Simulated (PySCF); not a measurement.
Consider C7H7FOP (charge +1).

```xyz
17

C     2.8841    1.1994    0.1781
C     2.0462    0.0037    0.2166
C     1.7397   -1.1257    0.8692
F     2.0309   -1.8355    1.9152
P     0.6858   -0.9211   -0.5537
C    -1.0084   -0.4367   -0.3678
C    -2.1677   -0.6633   -1.0766
C    -3.1743    0.0139   -0.3638
C    -2.5608    0.5980    0.7110
O    -1.2539    0.3346    0.7174
H     3.5109    1.1990   -0.7140
H     2.2691    2.0987    0.1438
H     3.5189    1.2284    1.0626
H     0.9127   -1.7116   -1.6633
H    -2.2783   -1.2343   -1.9764
H    -4.2135    0.0608   -0.6159
H    -2.9485    1.2037    1.5078
```

Geometry: GFN2-xTB.

Computed with PySCF 2.14.0, PBE0/pcSseg-1, SCF density, gas phase, non-relativistic.

**What will maps of the electron density and electron localisation function show?**

C–O (1.33 Å): ρ is about 2.5 e/Å³ halfway; the ELF peaks at about 0.90 between the atoms; a shared but strongly polarised pair.
C–C (1.37 Å): the density is about 2.2 e/Å³ at the midpoint; the ELF peaks at about 0.95 between the atoms, as expected for localised, covalent bonding.
C–P (1.77 Å): the density is about 1.3 e/Å³ at the midpoint; the ELF peaks at about 0.95 between the atoms: a shared electron pair.
C–H (1.07 Å): the density is about 2.1 e/Å³ at the midpoint; the ELF climbs to about 1 towards the hydrogen, as it does in any bond to H: an ordinary covalent bond to hydrogen.

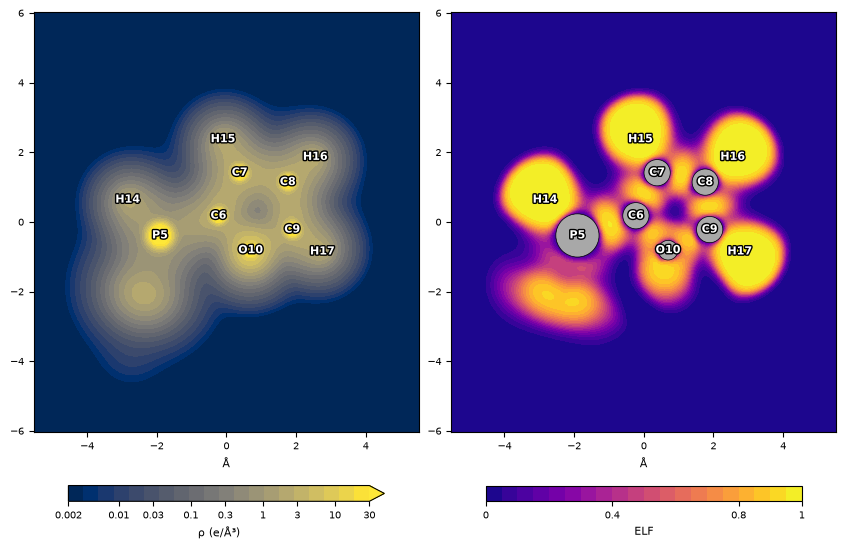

Computed electron density and electron localisation function on the plane of atoms C9, C8 and H16, in this order. Grey discs cover the atomic cores in the ELF map. 
